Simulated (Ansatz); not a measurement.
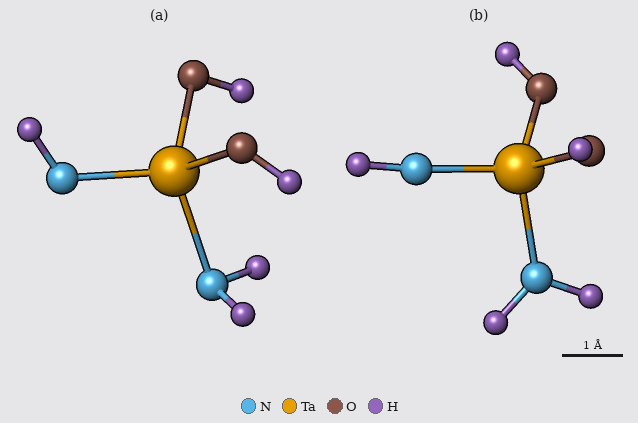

The structure of TaN$_{2}$H$_{5}$O$_{2}$ (coarse preliminary run) before (left) and after (right) a relaxation, at one scale.

The picture is a ball-and-stick view, seen from a free direction.

The start comes from a force field.

All numbers below come from RKS PBE-D4/def2-SVP (Ansatz). Set-up: force threshold 0.03 eV/Å; at most 200 steps.

Describe what moved and what it gained.

After 31 accepted moves (36 points after the start) the energy has fallen by 252.5 kJ/mol. The largest force component goes from 2.9 to 0.022 eV/Å. The line search rejected the trial steps at points 11, 18, 22, 25, 30 of the run. The atom that moves furthest after the best rigid fit is an H atom (1.31 Å). By element the largest moves are H 1.31 Å, N 0.60 Å, O 0.56 Å, Ta 0.44 Å. Near-neighbour distances that change, for instance: N–Ta 2.200 → 1.997 Å, O–Ta 2.135 → 1.934 Å, O–Ta 2.102 → 1.934 Å, N–Ta 1.917 → 1.787 Å. Among the angles between lasting bonds that change: Ta–N–H 122.4° → 175.1°, Ta–O–H 105.1° → 132.7°, Ta–O–H 108.7° → 132.6°. Groups turn about O–Ta by about 140°, O–Ta by about 125°.
